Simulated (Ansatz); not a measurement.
**NiO: pressure series**

The reference is NiO in the rock salt structure (space group Fm-3m, No. 225; a = 4.1886 Å; ferromagnetic).

Cell and atoms are relaxed at each pressure.

Method: r2SCAN in Ansatz (plane waves to 500 eV, PAW, scalar-relativistic without spin-orbit coupling).

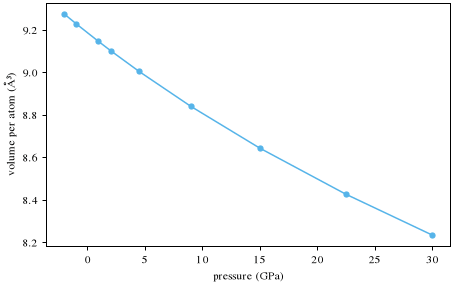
Figure. Volume against pressure

Problem. Estimate the zero-pressure bulk modulus from the plot.

Solution. About 220 GPa; a third-order Birch–Murnaghan fit to the points gives V₀ = 9.19 Å³/atom, B₀ = 215 GPa and B₀′ = 4.4.

Between the base and pressure 22.5 GPa the gap moves from 0.82 eV to 0.49 eV, a mean slope of -15 meV/GPa.

Load acts through the strain it causes; cell and atoms are relaxed under it. No phonon test of stability was made. No other phases were tried under pressure. No Hubbard U is applied and the magnetic state is the run's own (NiO ferromagnetic); other magnetic orders, which need larger cells, were not tried and can change the gap. Where the two band edges lie in opposite spin channels, the gap is a spin-flip gap. In its common phase, real NiO is an antiferromagnetic insulator at low temperature.

Ansatz is an electronic-structure program.
